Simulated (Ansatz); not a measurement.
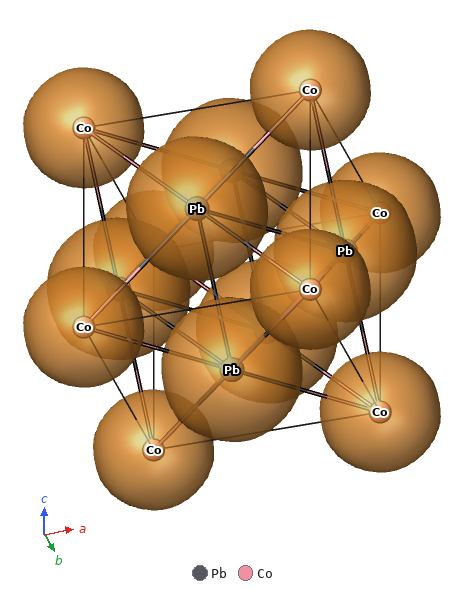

Figure 1: CoPb$_{3}$. Isosurface of the valence electron density at 0.2 e/Å³ (orange), seen at an oblique angle. Sticks mark near contacts.

Space group Pm-3m; started from the Cu3Au (L1_2) prototype, which need not be the ambient phase; computed without spin polarisation.

Computed with DFT PBEsol, scalar-relativistic, plane waves, PAW (Ansatz 0.2.0).

In a PAW calculation such maps are meaningful between the atoms, not at the nuclei.

```xyz
4
Lattice="4.6069 0.0000 0.0000 0.0000 4.6069 0.0000 0.0000 0.0000 4.6069" Properties=species:S:1:pos:R:3 pbc="T T T"
Pb    0.0000    2.3035    2.3035
Pb    2.3035    0.0000    2.3035
Pb    2.3035    2.3035    0.0000
Co    0.0000    0.0000    0.0000
```

### Which contacts does the surface bridge?

At this value the density breaks into separate islands; it holds about 85 % of the electrons treated as valence (semicore included). It bridges none of the near contacts. It is pinched off along the shortest Pb–Pb (3.26 Å) and Co–Pb (3.26 Å) contacts. On the grid the lowest density along these lines, outside the cores, is 0.17 e/Å³ (Pb–Pb, 3.26 Å) and 0.14 e/Å³ (Co–Pb, 3.26 Å).
